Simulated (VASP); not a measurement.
# Ga2CoO4 with r2SCAN: from relaxation to properties

Wanted: the relaxed cell of Ga2CoO4 and its properties. The steps: full relaxation (r2SCAN), single point with fields (r2SCAN), band structure (r2SCAN), total and projected DOS (r2SCAN), electric field gradients (r2SCAN), volume scan with r2SCAN and fit for r2SCAN. The start is a computed cell from the Materials Project.

Method: r2SCAN, spin-polarised from a ferromagnetic start; plane waves and PAW (Ga_d, Co, O), in VASP 6.6.1.

### 1. Starting point

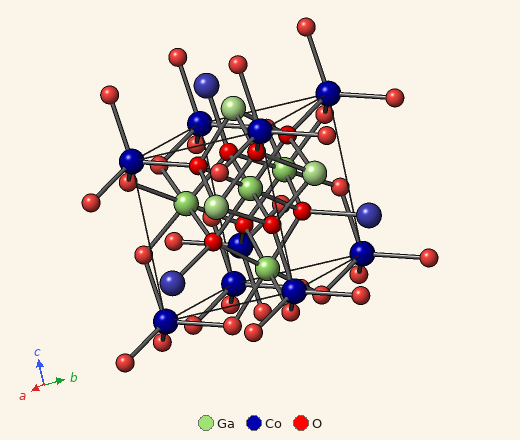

The cell as given, slightly off an axis (gallium green, cobalt blue, oxygen red). Some periodic images of atoms are drawn too.

Structure file:

```cif
data_structure
_symmetry_space_group_name_H-M 'Fd-3m:1'
_symmetry_Int_Tables_number 227
_cell_length_a 8.3488
_cell_length_b 8.3488
_cell_length_c 8.3488
_cell_angle_alpha 90.000
_cell_angle_beta 90.000
_cell_angle_gamma 90.000
_cell_volume 581.93
loop_
_atom_site_label
_atom_site_type_symbol
_atom_site_symmetry_multiplicity
_atom_site_Wyckoff_symbol
_atom_site_fract_x
_atom_site_fract_y
_atom_site_fract_z
_atom_site_occupancy
Ga1 Ga 16 c 0.62500 0.87500 0.37500 1
Co1 Co 8 b 0.25000 0.75000 0.25000 1
O1 O 32 e 0.13649 0.36351 0.13649 1
```

### 2. Full relaxation (r2SCAN)

Properties are meant for the cell that this level of theory prefers, so cell and atoms are relaxed first (ISIF = 3) until forces and stress are small; EDIFFG sets the threshold. r2SCAN adds the kinetic-energy density, costs more than a GGA and is run with LASPH.

File INCAR:

```
SYSTEM = Ga2CoO4
PREC = Accurate
ENCUT = 520
EDIFF = 1E-06
NELM = 100
ISMEAR = 0
SIGMA = 0.05
LREAL = .FALSE.
ALGO = Normal
METAGGA = R2SCAN
LASPH = .TRUE.
NBANDS = 83
ISPIN = 2
MAGMOM = 0 0 0 0 2 2 0 0 0 0 0 0 0 0
LMAXMIX = 4
LORBIT = 11
LWAVE = .FALSE.
LCHARG = .FALSE.
KPAR = 8
IBRION = 2
NSW = 60
ISIF = 3
EDIFFG = -0.01
```

File POSCAR:

```
Ga2CoO4
1.0
    0.0000000000      4.1743957729      4.1743957729
    4.1743957729      0.0000000000      4.1743957729
    4.1743957729      4.1743957729      0.0000000000
Ga Co O
4 2 8
Direct
    0.1250000000      0.6250000000      0.6250000000
    0.6250000000      0.6250000000      0.6250000000
    0.6250000000      0.1250000000      0.6250000000
    0.6250000000      0.6250000000      0.1250000000
    0.2500000000      0.2500000000      0.2500000000
    0.0000000000      0.0000000000      0.0000000000
    0.8635051400      0.4094845900      0.8635051400
    0.3864948600      0.3864948600      0.3864948600
    0.8405154100      0.3864948600      0.3864948600
    0.3864948600      0.3864948600      0.8405154100
    0.8635051400      0.8635051400      0.4094845900
    0.4094845900      0.8635051400      0.8635051400
    0.3864948600      0.8405154100      0.3864948600
    0.8635051400      0.8635051400      0.8635051400
```

File KPOINTS:

```
Automatic mesh
0
Gamma
6 6 6
0 0 0
```

The projector-augmented-wave data sets are Ga_d, Co and O (PBE family, release 64).

Launch:

```
mpirun -np 8 vasp_std
```

Output:

```text
[banner, memory and clock lines left out]
running    8 mpi-ranks, on    1 nodes
 distrk:  each k-point on    1 cores,    8 groups
 distr:  one band on    1 cores,    1 groups

 POSCAR found type information on POSCAR GaCoO
 POSCAR found :  3 types and      14 ions
|                                                                             |
|           W    W    AA    RRRRR   N    N  II  N    N   GGGG   !!!           |
|           W    W   A  A   R    R  NN   N  II  NN   N  G    G  !!!           |
|           W    W  A    A  R    R  N N  N  II  N N  N  G       !!!           |
|           W WW W  AAAAAA  RRRRR   N  N N  II  N  N N  G  GGG   !            |
|           WW  WW  A    A  R   R   N   NN  II  N   NN  G    G                |
|           W    W  A    A  R    R  N    N  II  N    N   GGGG   !!!           |
|                                                                             |
|     For optimal performance we recommend to set                             |
|       NCORE = 2 up to number-of-cores-per-socket                            |
|     NCORE specifies how many cores store one orbital (NPAR=cpu/NCORE).      |
|     This setting can greatly improve the performance of VASP for DFT.       |
|     The default, NCORE=1 might be grossly inefficient on modern             |
|     multi-core architectures or massively parallel machines. Do your        |
|     Unfortunately you need to use the default for GW and RPA                |
|     calculations (for HF NCORE is supported but not extensively tested      |
|     yet).                                                                   |
|                                                                             |

|                                                                             |
|               ----> ADVICE to this user running VASP <----                  |
|                                                                             |
|     You enforced a specific xc type in the INCAR file but a different       |
|     [... a line on the potential file left out ...]
|     I HOPE YOU KNOW WHAT YOU ARE DOING!                                     |
|                                                                             |

 LDA part: xc-table for (None), standard interpolation
 POSCAR, INCAR and KPOINTS ok, starting setup
 FFT: planning ... GRIDC
 FFT: planning ... GRID_SOFT
 FFT: planning ... GRID
 WAVECAR not read
 entering main loop
       N       E                     dE             d eps       ncg     rms          rms(c)
DAV:   1     0.164230072081E+04    0.16423E+04   -0.48410E+04  6170   0.249E+03
DAV:   2     0.242042025351E+03   -0.14003E+04   -0.12466E+04  5320   0.736E+02
DAV:   3    -0.141164075672E+03   -0.38321E+03   -0.35788E+03  5900   0.265E+02
DAV:   4    -0.183589882984E+03   -0.42426E+02   -0.40925E+02  6554   0.912E+01
DAV:   5    -0.185703759455E+03   -0.21139E+01   -0.20757E+01  7400   0.217E+01    0.371E+01
DAV:   6    -0.170137625496E+03    0.15566E+02   -0.15557E+02  8082   0.930E+01    0.856E+01
DAV:   7    -0.142076962455E+03    0.28061E+02   -0.53443E+01  6994   0.962E+01    0.133E+01
DAV:   8    -0.144679696138E+03   -0.26027E+01   -0.13305E+01  6410   0.231E+01    0.106E+01
DAV:   9    -0.145786585031E+03   -0.11069E+01   -0.17983E+00  6866   0.806E+00    0.373E+00
DAV:  10    -0.145877442627E+03   -0.90858E-01   -0.22860E-01  7884   0.371E+00    0.210E+00
DAV:  11    -0.145914575151E+03   -0.37133E-01   -0.72934E-02  6458   0.134E+00    0.120E+00
DAV:  12    -0.145928201025E+03   -0.13626E-01   -0.11359E-02  7668   0.955E-01    0.350E-01
DAV:  13    -0.145927991754E+03    0.20927E-03   -0.24023E-03  6748   0.378E-01    0.231E-01
DAV:  14    -0.145928199940E+03   -0.20819E-03   -0.57425E-04  7472   0.199E-01    0.920E-02
DAV:  15    -0.145928176537E+03    0.23403E-04   -0.16335E-04  8389   0.113E-01    0.389E-02
DAV:  16    -0.145928157396E+03    0.19142E-04   -0.48232E-05  7336   0.568E-02    0.120E-02
DAV:  17    -0.145928150221E+03    0.71748E-05   -0.17611E-05  5664   0.233E-02    0.594E-03
DAV:  18    -0.145928152201E+03   -0.19805E-05   -0.28429E-06  4496   0.116E-02    0.284E-03
DAV:  19    -0.145928151633E+03    0.56847E-06   -0.38065E-07  3216   0.375E-03
   1 F= -.14592815E+03 E0= -.14592815E+03  d E =-.145928E+03  mag=     6.0000
 curvature:   0.00 expect dE= 0.000E+00 dE for cont linesearch  0.000E+00
 trial: gam= 0.00000 g(F)=  0.700E-04 g(S)=  0.691E-03 ort = 0.000E+00 (trialstep = 0.100E+01)
 search vector abs. value=  0.761E-03
 bond charge predicted
       N       E                     dE             d eps       ncg     rms          rms(c)
DAV:   1    -0.145934180995E+03   -0.60288E-02   -0.11974E-01  7373   0.282E+00    0.524E-01
DAV:   2    -0.145929411370E+03    0.47696E-02   -0.12237E-02  7204   0.908E-01    0.261E-01
DAV:   3    -0.145928394386E+03    0.10170E-02   -0.21498E-03  8581   0.406E-01    0.147E-01
DAV:   4    -0.145928303296E+03    0.91090E-04   -0.27532E-04  7463   0.107E-01    0.546E-02
DAV:   5    -0.145928239169E+03    0.64127E-04   -0.52152E-05  8994   0.600E-02    0.126E-02
DAV:   6    -0.145928235594E+03    0.35749E-05   -0.26161E-05  6198   0.343E-02    0.643E-03
DAV:   7    -0.145928237651E+03   -0.20572E-05   -0.24015E-06  4112   0.771E-03    0.247E-03
DAV:   8    -0.145928238517E+03   -0.86595E-06   -0.25770E-07  3094   0.342E-03
   2 F= -.14592824E+03 E0= -.14592824E+03  d E =-.868843E-04  mag=     6.0000
[...]
3 F= -.14592836E+03 E0= -.14592836E+03  d E =-.213300E-03  mag=     6.0000
 curvature:  -0.28 expect dE=-0.114E-04 dE for cont linesearch -0.226E-05
 ZBRENT: interpolating
 opt :   0.6163  next Energy=  -145.928367 (dE=-0.215E-03)
 bond charge predicted
       N       E                     dE             d eps       ncg     rms          rms(c)
DAV:   1    -0.145928379858E+03   -0.15850E-04   -0.32615E-04  7417   0.145E-01    0.267E-02
DAV:   2    -0.145928366005E+03    0.13854E-04   -0.33380E-05  7143   0.477E-02    0.133E-02
DAV:   3    -0.145928361390E+03    0.46142E-05   -0.56410E-06  6793   0.206E-02    0.759E-03
DAV:   4    -0.145928360677E+03    0.71299E-06   -0.83626E-07  3024   0.582E-03
   4 F= -.14592836E+03 E0= -.14592836E+03  d E =-.209044E-03  mag=     6.0000
 curvature:  -0.25 expect dE=-0.208E-04 dE for cont linesearch -0.610E-05
 trial: gam= 0.00000 g(F)=  0.339E-04 g(S)=  0.496E-04 ort =-0.136E-03 (trialstep = 0.923E+00)
 search vector abs. value=  0.835E-04
 reached required accuracy - stopping structural energy minimisation
```

Run time: 6.4 min. Hardware: 8 MPI ranks of Intel Xeon 6975P-C (Granite Rapids), shared host; peak memory 5.1 GiB.

Lines that name or quote the potential files are left out of all logs, and their timing lines are given in words.

From OUTCAR (step 2):

```text
ion  position               nearest neighbor table
   1  0.125  0.625  0.625-   7 2.00  10 2.00  11 2.00  13 2.00   8 2.00  14 2.00
   2  0.625  0.625  0.625-   7 2.00   9 2.00  10 2.00  11 2.00  12 2.00  13 2.00
   3  0.625  0.125  0.625-   9 2.00  10 2.00  11 2.00  12 2.00   8 2.00  14 2.00
   4  0.625  0.625  0.125-   7 2.00   9 2.00  12 2.00  13 2.00   8 2.00  14 2.00
   5  0.250  0.250  0.250-   8 1.97   9 1.97  10 1.97  13 1.97
   6  0.000  0.000  0.000-  14 1.97  11 1.97  12 1.97   7 1.97
   7  0.864  0.409  0.864-   6 1.97   4 2.00   1 2.00   2 2.00
   8  0.386  0.386  0.386-   5 1.97   4 2.00   1 2.00   3 2.00
   9  0.841  0.386  0.386-   5 1.97   4 2.00   3 2.00   2 2.00
  10  0.386  0.386  0.841-   5 1.97   3 2.00   1 2.00   2 2.00
  11  0.864  0.864  0.409-   6 1.97   3 2.00   1 2.00   2 2.00
  12  0.409  0.864  0.864-   6 1.97   4 2.00   3 2.00   2 2.00
  13  0.386  0.841  0.386-   5 1.97   4 2.00   1 2.00   2 2.00
  14  0.864  0.864  0.864-   6 1.97   4 2.00   1 2.00   3 2.00

  LATTYP: Found a face centered cubic cell.
 ALAT       =     8.3487915458

 Subroutine GETGRP returns: Found 48 space group operations
 (whereof 24 operations were pure point group operations)

The static configuration has the point symmetry T_d .
 The point group associated with its full space group is O_h .

 Found     16 irreducible k-points:

   k-points           NKPTS =     16   k-points in BZ     NKDIM =     16   number of bands    NBANDS=     83

   dimension x,y,z NGX =    48 NGY =   48 NGZ =   48
   dimension x,y,z NGXF=    96 NGYF=   96 NGZF=   96

   ENCUT  =  520.0 eV  38.22 Ry    6.18 a.u.  10.98 10.98 10.98*2*pi/ulx,y,z

   NELECT =     118.0000    total number of electrons

 k-points in reciprocal lattice and weights: Automatic mesh
   0.00000000  0.00000000  0.00000000       0.005
   0.16666667  0.00000000  0.00000000       0.037
   0.33333333  0.00000000  0.00000000       0.037
   0.50000000  0.00000000  0.00000000       0.019
   0.16666667  0.16666667  0.00000000       0.028
   0.33333333  0.16666667  0.00000000       0.111
   0.50000000  0.16666667  0.00000000       0.111
  -0.33333333  0.16666667  0.00000000       0.111
  -0.16666667  0.16666667  0.00000000       0.056
[...]
-0.33333333  0.33333333  0.16666667       0.111
  -0.33333333  0.50000000  0.16666667       0.056

 average (electrostatic) potential at core
       1 -68.6705       2 -68.6705       3 -68.6705       4 -68.6705       5 -87.3899
       6 -87.3899       7 -73.2562       8 -73.2562       9 -73.2562      10 -73.2562
      11 -73.2562      12 -73.2562      13 -73.2562      14 -73.2562

 E-fermi :   5.9642

 spin component 1
 k-point     1 :       0.0000    0.0000    0.0000
  band No.  band energies     occupation
    ...
     58       4.3784      1.00000
     59       4.3784      1.00000
     60       4.5445      1.00000
     61       4.5445      1.00000
     62       4.5446      1.00000
     63       7.1871      0.00000
     64      10.7678      0.00000
     65      10.7678      0.00000
     66      10.7678      0.00000
     67      12.0646      0.00000
    ...

 k-point     2 :       0.1667    0.0000    0.0000
  band No.  band energies     occupation
    ...
     58       4.3201      1.00000
     59       4.3702      1.00000
     60       4.3703      1.00000
     61       4.5417      1.00000
     62       4.5417      1.00000
     63       7.7453      0.00000
     64      11.0040      0.00000
     65      11.0249      0.00000
     66      11.0249      0.00000
     67      11.8433      0.00000
    ...

 k-point     3 :       0.3333    0.0000    0.0000
  band No.  band energies     occupation
    ...
     58       4.2341      1.00000
     59       4.3356      1.00000
     60       4.3356      1.00000
     61       4.5386      1.00000
     62       4.5386      1.00000
     63       8.8841      0.00000
     64      11.1637      0.00000
     65      11.5805      0.00000
     66      11.6510      0.00000
     67      11.6510      0.00000
    ...

 k-point     4 :       0.5000    0.0000    0.0000
  band No.  band energies     occupation
    ...
     58       4.1885      1.00000
     59       4.3061      1.00000
     60       4.3061      1.00000
     61       4.5379      1.00000
     62       4.5379      1.00000
     63       9.9279      0.00000
     64      10.3101      0.00000
     65      12.0996      0.00000
     66      12.0996      0.00000
     67      12.2148      0.00000
    ...

 k-point     5 :       0.1667    0.1667    0.0000
  band No.  band energies     occupation
    ...
     58       4.3313      1.00000
     59       4.3313      1.00000
     60       4.4199      1.00000
     61       4.4854      1.00000
     62       4.4854      1.00000
     63       7.9222      0.00000
     64      10.9529      0.00000
     65      11.1665      0.00000
     66      11.1665      0.00000
     67      12.2153      0.00000
    ...

 k-point     6 :       0.3333    0.1667    0.0000
  band No.  band energies     occupation
    ...
     58       4.2532      1.00000
     59       4.3420      1.00000
     60       4.3837      1.00000
     61       4.4298      1.00000
     62       4.5008      1.00000
     63       8.8286      0.00000
     64      11.2874      0.00000
     65      11.6789      0.00000
     66      11.7040      0.00000
     67      11.7332      0.00000
    ...

  Total       -0.0692660     -0.0692660     -0.0692660      0.0000000      0.0000000      0.0000000
  in kB       -0.7615608     -0.7615608     -0.7615608      0.0000000      0.0000000      0.0000000
  external PRESSURE =      -0.7615608 kB  Pullay stress =       0.0000000 kB

  energy-cutoff  :      520.00
  volume of cell :      145.72
      direct lattice vectors                 reciprocal lattice vectors
     0.000000000  4.176687581  4.176687581    -0.119712090  0.119712090  0.119712090
     4.176687581  0.000000000  4.176687581     0.119712090 -0.119712090  0.119712090
     4.176687581  4.176687581  0.000000000     0.119712090  0.119712090 -0.119712090

 POSITION                                       TOTAL-FORCE (eV/Angst)
 -----------------------------------------------------------------------------------
      5.22086      3.13252      3.13252        -0.000000     -0.000000     -0.000000
      5.22086      5.22086      5.22086        -0.000000     -0.000000     -0.000000
      3.13252      5.22086      3.13252        -0.000000     -0.000000     -0.000000
      3.13252      3.13252      5.22086        -0.000000     -0.000000     -0.000000
      2.08834      2.08834      2.08834        -0.000000     -0.000000     -0.000000
      4.17669      4.17669      8.35338        -0.000000     -0.000000     -0.000000
      5.31711      7.21295      5.31711         0.005414     -0.005414      0.005414
      3.22877      3.22877      3.22877         0.005414      0.005414      0.005414
      3.22877      5.12461      5.12461         0.005414     -0.005414     -0.005414
      5.12461      5.12461      3.22877        -0.005414     -0.005414      0.005414
      5.31711      5.31711      7.21295         0.005414      0.005414     -0.005414
      7.21295      5.31711      5.31711        -0.005414      0.005414      0.005414
      5.12461      3.22877      5.12461        -0.005414      0.005414     -0.005414
      7.21295      7.21295      7.21295        -0.005414     -0.005414     -0.005414
 -----------------------------------------------------------------------------------
    total drift:                                0.000000      0.000000      0.000000

  FREE ENERGIE OF THE ION-ELECTRON SYSTEM (eV)
  ---------------------------------------------------
  free  energy   TOTEN  =      -145.9283606774 eV

  energy  without entropy=     -145.9283606774  energy(sigma->0) =     -145.92836068

 reached required accuracy - stopping structural energy minimisation

 total charge
# of ion       s       p       d       tot
------------------------------------------
    1        0.636   0.710  10.268  11.613
    2        0.636   0.710  10.268  11.613
    3        0.636   0.710  10.268  11.613
    4        0.636   0.710  10.268  11.613
    5        0.335   0.420   7.097   7.851
    6        0.335   0.420   7.097   7.851
    7        1.560   3.529   0.000   5.089
    8        1.560   3.529   0.000   5.089
    9        1.560   3.529   0.000   5.089
   10        1.560   3.529   0.000   5.089
   11        1.560   3.529   0.000   5.089
   12        1.560   3.529   0.000   5.089
   13        1.560   3.529   0.000   5.089
   14        1.560   3.529   0.000   5.089
--------------------------------------------------
tot         15.694  31.912  55.264 102.870

 magnetization (x)
# of ion       s       p       d       tot
------------------------------------------
    1        0.003   0.004   0.004   0.010
    2        0.003   0.004   0.004   0.010
    3        0.003   0.004   0.004   0.010
    4        0.003   0.004   0.004   0.010
    5        0.022   0.056   2.575   2.653
    6        0.022   0.056   2.575   2.653
    7        0.005   0.050   0.000   0.055
    8        0.005   0.050   0.000   0.055
    9        0.005   0.050   0.000   0.055
   10        0.005   0.050   0.000   0.055
   11        0.005   0.050   0.000   0.055
   12        0.005   0.050   0.000   0.055
   13        0.005   0.050   0.000   0.055
   14        0.005   0.050   0.000   0.055
--------------------------------------------------
tot          0.097   0.528   5.165   5.790

[... 6 further parts left out ...]
```

CONTCAR:

```
Ga2CoO4
   1.00000000000000
     0.0000000000000000    4.1766875814911266    4.1766875814911266
     4.1766875814911266    0.0000000000000000    4.1766875814911266
     4.1766875814911266    4.1766875814911266    0.0000000000000000
  Ga              Co              O
     4     2     8
Direct
     0.1250000000000000    0.6250000000000000    0.6250000000000000
     0.6250000000000000    0.6250000000000000    0.6250000000000000
     0.6250000000000000    0.1250000000000000    0.6250000000000000
     0.6250000000000000    0.6250000000000000    0.1250000000000000
     0.2500000000000000    0.2500000000000000    0.2500000000000000
     1.0000000000000000    1.0000000000000000    0.0000000000000000
     0.8634774302335879    0.4095677192992370    0.8634774302335879
     0.3865225697664120    0.3865225697664120    0.3865225697664120
     0.8404322807007629    0.3865225697664120    0.3865225697664120
     0.3865225697664120    0.3865225697664120    0.8404322807007629
     0.8634774302335879    0.8634774302335879    0.4095677192992370
     0.4095677192992370    0.8634774302335879    0.8634774302335879
     0.3865225697664120    0.8404322807007629    0.3865225697664120
     0.8634774302335879    0.8634774302335879    0.8634774302335879
```

The magnetic state follows from one typed start and may not be the lowest. The gap is read on the k-mesh alone, so it is an upper bound where the band edges lie off the mesh. Direct gaps are counted within one spin. The valence top and the conduction bottom belong to opposite spins. The PAW data sets were made with PBE, which is usual practice but a small mismatch for other functionals. The run keeps the 48 symmetry operations of its start, so it cannot find a distortion of lower symmetry.

Little changed from the start: no atom moved by 0.005 Å and no cell edge by 0.1 %.

This step gave:

```yaml
electrons: 118
bands: 83
irreducible_k_points: 16
symmetry_operations: 48
free_energy_toten: -145.9284 eV
fermi_energy: 5.964 eV
pressure: -0.07616 GPa
moment_of_the_cell_from_the_last_line_of_the_log: 6 μB
metallic: no
valence_top_at_k: 0.3333, 0.3333, 0
conduction_bottom_at_k: 0, 0, 0
least_direct_gap_on_the_k_mesh_within_one_spin: 1.938 eV
scf_cycles_over_all_ionic_steps: 37
gap_on_the_k_mesh: 1.522 eV
```

(Continued in part 2 of 7.)

[Lines on the potential files, build, host, timing and source positions are cut from VASP's logs without a mark.]

[Logs are printed without paths, hosts, clocks, repeated set-up lines and the standing remarks that a program may print on its own settings, such as how far it seeks lower states.]

[Hosts, paths, dates, database ids (printed as entryN), source tags and the programs' standing remarks are cut or masked in the printed files.]

[A measured line is paired with the nearest computed mode of its activity, which favours agreement.]
